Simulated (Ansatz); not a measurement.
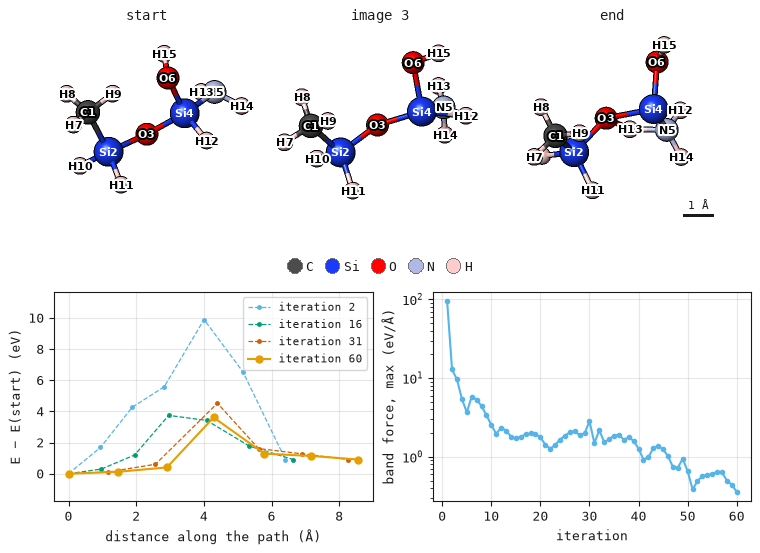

A nudged-elastic-band calculation for CH9NO2Si2. Images are numbered from 0 (start) to 6 (end). The plot follows the band through its iterations. The picture is a ball-and-stick view, seen at a tilt.

These are results of RKS B3LYP-D4/STO-3G in Ansatz 0.2.0, not measurements. Settings: 5 movable images; climbing image from the first iteration; force threshold 0.05 eV/Å; iteration limit 60; optimiser FIRE; starting path through a guess of the saddle point.

Q: How did the profile develop, and is the result final?

A: The result isn't final. The band hadn't converged when the run stopped after 60 iterations. The largest component of the band force went from 94 to 0.36 eV/Å. The barrier read from it is provisional: over the last two iterations the highest image moved from 3.63 eV to 3.61 eV. The first iteration put the highest image at 18.57 eV. The energy climbs by 3.61 eV to image 3 and then falls by 2.70 eV, so the end point sits at +0.91 eV.

Limits of the set-up: STO-3G is a minimal basis, so the numbers are rough.

The run took 9.7 min on 1 thread of Intel(R) Xeon(R) 6975P-C (Granite Rapids) (shared host), peak memory 0.17 GiB.
